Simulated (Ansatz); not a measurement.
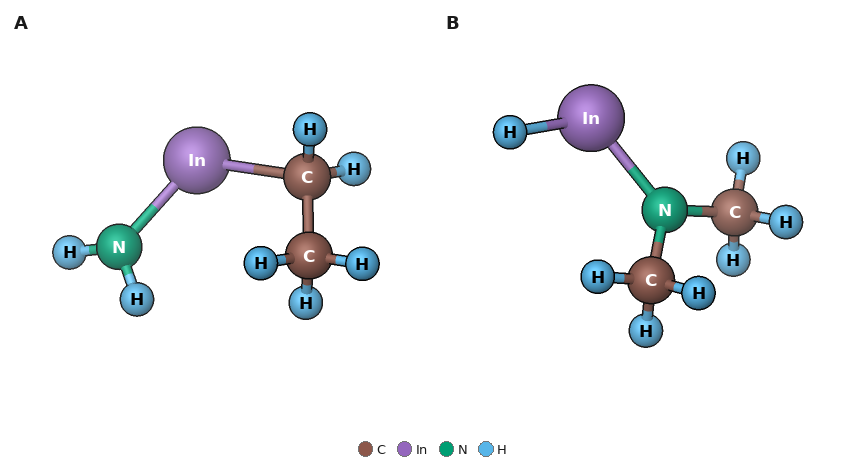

2 stationary structures of one formula. The species is neutral and a spin doublet. Geometries: PBE0-D4/def2-TZVP. Electronic energies: CCSD(T)/CBS (MP2 limit from def2-TZVPP and def2-QZVPP plus CCSD(T) − MP2) (Ansatz 0.2.0), without zero-point energy. No frequency run is at hand to confirm each as a minimum. Each is one conformer, not always the lowest.

Rank them by energy, lowest first.

Answer. A is lowest; B lies 0.923 eV above it. A is `C[CH2][In][NH2]`, B is `C[N](C)[InH]`.
